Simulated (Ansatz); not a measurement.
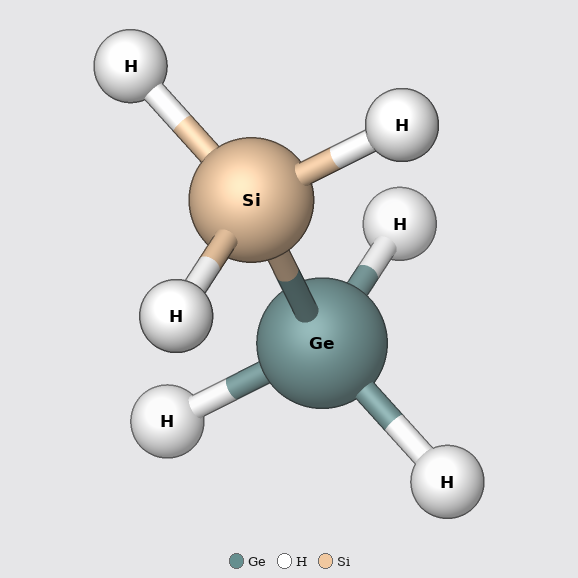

Ball-and-stick drawing of a structure. Every bond is drawn as one stick, whatever its order.

The computed structure is the end point of a PBE0-D4/def2-TZVP optimisation.

What does the picture show?

Formula GeH6Si. This geometry has C3v symmetry. Coordination: 1 Ge tetrahedral; 1 Si tetrahedral.

More results for the same structure follow; atom numbers are the same in all pictures, views and colours differ.

**Electronic properties**

Level of theory: RKS r2SCAN-D4/def2-TZVPP (Ansatz 0.2.0).

Question: Give the dispersion correction at this level.

Answer: −2.9 kJ/mol.

**Charges**

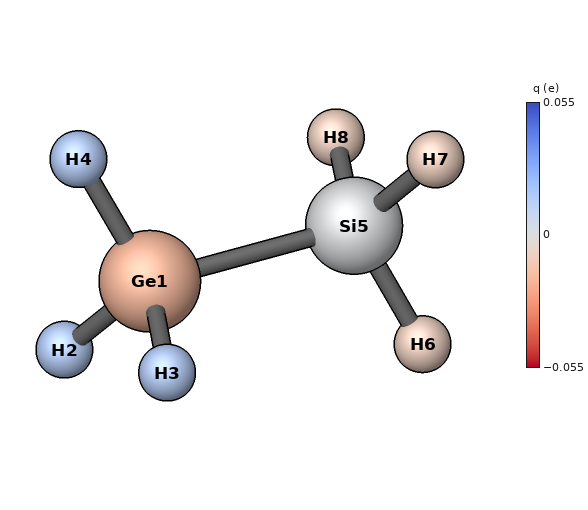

Atoms are coloured by their Mulliken charges. Method: RKS PBE0-D4/def2-TZVP (Ansatz 0.2.0).

List the Mulliken charges.

| atom | value (e) |
| --- | --- |
| Ge1 | −0.02 |
| H2 | 0.01 |
| H3 | 0.01 |
| H4 | 0.01 |
| Si5 | 0.00 |
| H6 | −0.01 |
| H7 | −0.01 |
| H8 | −0.01 |

**Thermal motion**

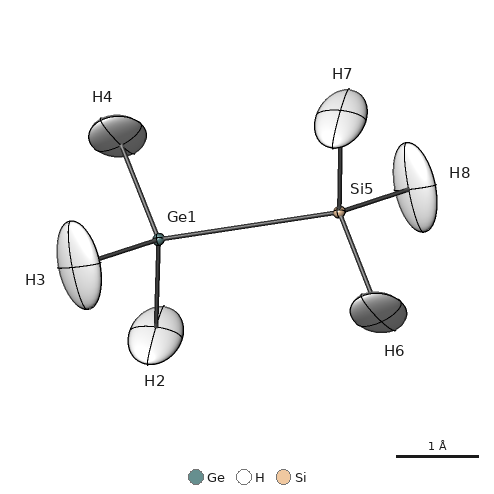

Displacement ellipsoids at the 50 % level, from the internal vibrations of the free molecule (harmonic, no overall translation or rotation; no half-axis is drawn under 0.075 Å). Vibrations computed with RKS PBE0-D4/def2-TZVP (Ansatz 0.2.0). Temperature: 400 K.

Question: Which atom has the largest mean-square displacement?

Answer: H2, H3, H4, with U_eq = 0.0594 Å².

Question: Does H6 move more along its bond or across it?

Answer: Across it: the root-mean-square amplitude is 0.087 Å along the bond and up to 0.360 Å across, since bending and torsion are softer than stretching.

Give the displacement parameters, one line for each set of equivalent atoms.

```csv
atom,U_eq (Å²),rms amplitudes (Å)
Ge1,0.00013,"0.006, 0.006, 0.018"
"H2, H3, H4",0.0593,"0.088, 0.211, 0.355"
Si5,0.00075,"0.013, 0.013, 0.044"
"H6, H7, H8",0.0589,"0.087, 0.199, 0.360"
```

Mulliken values depend strongly on the basis set and can even reverse the polarity of a bond.
